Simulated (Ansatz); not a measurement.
Process, species as SMILES: [PH2] (PH2) → [PH2-] (an electron is taken up)
B3LYP-D3(BJ)/def2-TZVP geometries, fixed; electronic energies without zero-point terms; positive where energy is released.

Basis-set convergence of the adiabatic electron affinity at PBE with Ansatz (a quantum-chemistry and plane-wave program). Cartesian d functions, on some or all atoms, in 6-31G*, 6-311+G**; all else is spherical. The program fits the integrals of some runs and decomposes those of others, by size. Open shells are unrestricted. No added dispersion term, no relativity. Functions are those of the species that has most. Reference: the value in aug-cc-pV(5+d)Z, 1.243 eV, itself unsure by roughly 0.054 eV (its mean distance from aug-pcseg-3, aug-cc-pV(Q+d)Z, def2-QZVPPD). Deviations are taken from unrounded values.

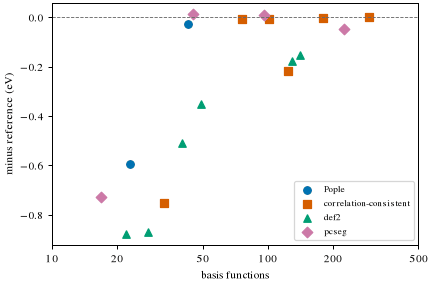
Fig. 1. Deviation from the reference against the number of basis functions, by family of sets.

```tsv
basis	functions	adiabatic electron affinity (eV)	minus reference (eV)
pcseg-0	17	0.516	-0.727
def2-SV(P)	22	0.365	-0.878
6-31G*	23	0.649	-0.594
def2-SVP	28	0.373	-0.870
cc-pV(D+d)Z	33	0.490	-0.753
def2-SVPD	40	0.733	-0.510
6-311+G**	43	1.217	-0.026
aug-pcseg-1	45	1.257	0.014
def2-TZVP	49	0.891	-0.353
jun-cc-pV(T+d)Z	76	1.236	-0.007
aug-pcseg-2	96	1.251	0.008
aug-cc-pV(T+d)Z	101	1.237	-0.006
cc-pV(Q+d)Z	124	1.026	-0.217
def2-QZVPP	130	1.066	-0.177
def2-QZVPPD	142	1.090	-0.153
aug-cc-pV(Q+d)Z	181	1.238	-0.005
pcseg-4	227	1.195	-0.048
aug-cc-pV(5+d)Z	296	1.243	0.000
```
